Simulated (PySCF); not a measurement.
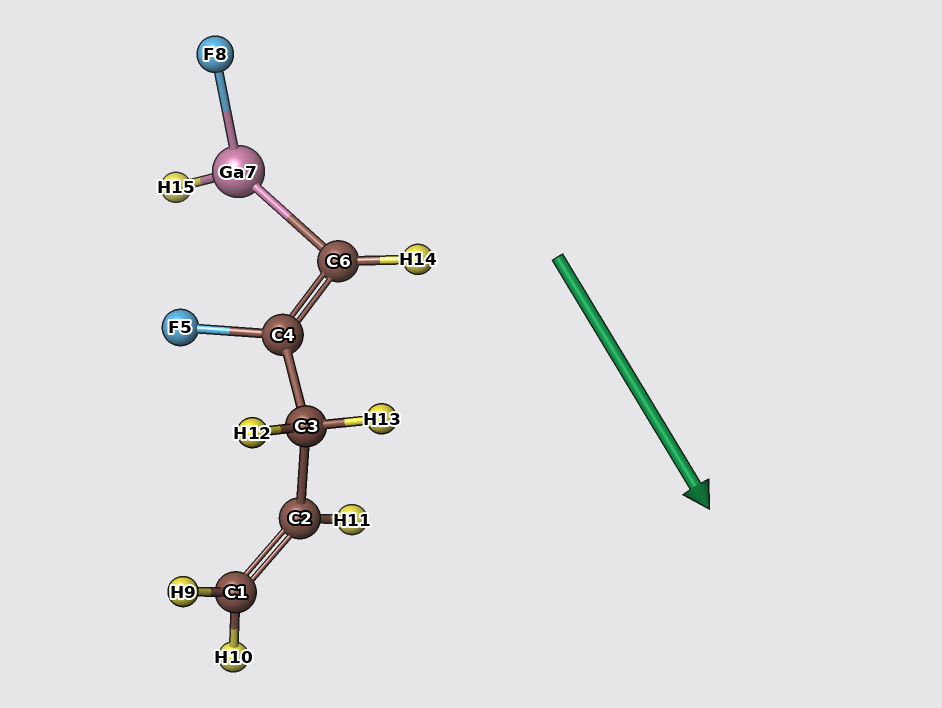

The arrow beside the molecule shows the direction of the dipole moment, from the negative to the positive end (its length means nothing). The geometry was computed by an optimisation with GFN2-xTB. No frequency run is at hand to confirm it as a minimum. Level of theory: B3LYP/def2-SVPD, gas phase (PySCF 2.14.0).

Q: Estimate the dipole moment.

A: 4.00 D; it points from the side of F8 to the side of H10 (the outermost atoms at the two ends).

The geometry is semi-empirical. Around Ga such bond lengths and angles can be off by a tenth of an ångström or more and by several degrees, and values that hang on the shape move with them.
